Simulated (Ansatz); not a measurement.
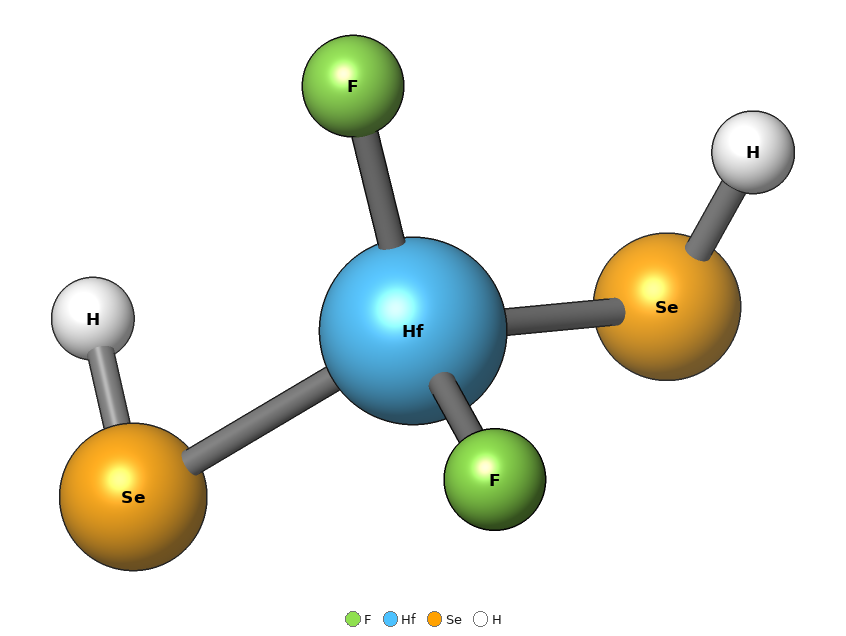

A ball-and-stick model of a molecule. Every bond is drawn as one stick, whatever its order.

The species is neutral and a spin singlet. The computed structure is the end point of a PBE0-D4/def2-TZVP optimisation.

Identify the structure.

It has 7 atoms: 2 fluorine, 2 hydrogen, 1 hafnium and 2 selenium (F₂H₂HfSe₂). Its SMILES string is `[F][Hf]([F])([SeH])[SeH]`. The point group is C1. Coordination: 1 Hf tetrahedral; 2 Se bent.

More results for the same structure follow; atom numbers are the same in all pictures, views and colours differ.

**Shape**

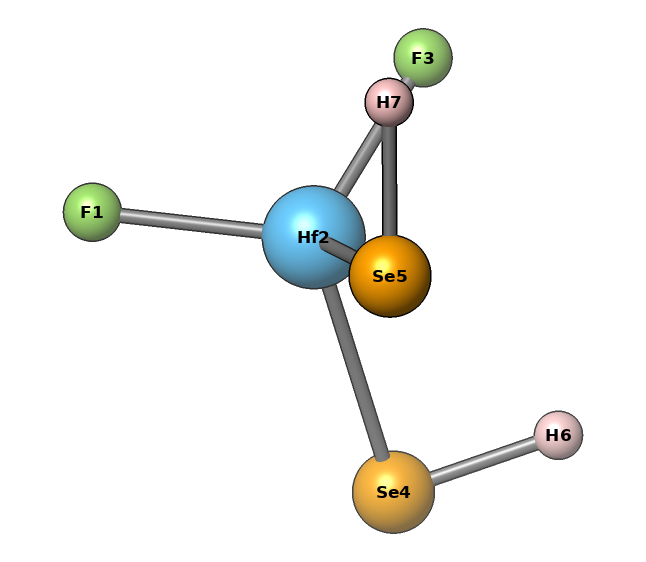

Hf2 lies behind Se5. The molecule seen a little off the Se5–Hf2 bond, Se5 in front. Depth is shown by fading: the farther an atom, the more it takes the colour of the background.

What is the torsion angle H7–Se5–Hf2–Se4? The sign is positive where the front bond must turn clockwise to cover the back bond.

Answer. 159°, antiperiplanar (anti).

**Levels of theory compared**

Program: Ansatz 0.2.0.

Tabulate dipole (D) at these levels: B3LYP-D4/def2-TZVPP; PBE-D4/def2-TZVPP; PBE0-D4/def2-TZVP; r2SCAN-D4/def2-TZVPP; ωB97M-V/def2-TZVPP.

```tsv
level	dipole (D)
B3LYP-D4/def2-TZVPP	0.64
PBE-D4/def2-TZVPP	0.64
PBE0-D4/def2-TZVP	0.70
r2SCAN-D4/def2-TZVPP	0.70
ωB97M-V/def2-TZVPP	0.68
```

**Vibrations**

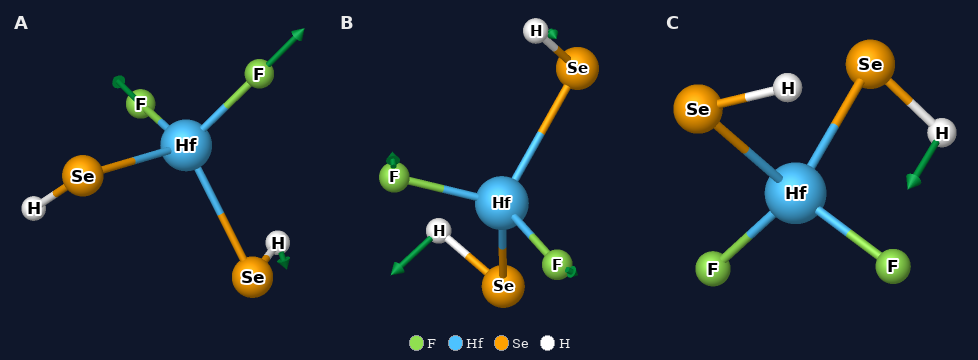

3 normal modes of one molecule or complex, as arrows. Harmonic vibrations computed with RKS PBE0-D4/def2-TZVP, core potentials on Hf (Ansatz 0.2.0) at a stationary point of the same level.

Match the panels to the wavenumbers 152 cm⁻¹, 453 cm⁻¹, 661 cm⁻¹.

Answer. A: 661 cm⁻¹, in-phase stretching of 2 Hf–F bonds
B: 152 cm⁻¹
C: 453 cm⁻¹, H–Se–Hf bending

**Charges**

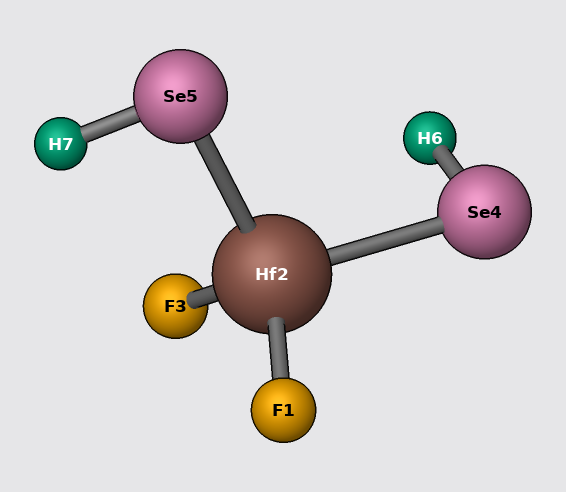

The questions are on Mulliken charges. Properties computed with RKS PBE0-D4/def2-TZVP, core potentials on Hf (Ansatz 0.2.0).

Give the Mulliken charges atom by atom.

```
atom  value (e)
  F1      −0.39
 Hf2       1.34
  F3      −0.40
 Se4      −0.42
 Se5      −0.44
  H6       0.16
  H7       0.15
```

Mulliken values depend strongly on the basis set and can even reverse the polarity of a bond.
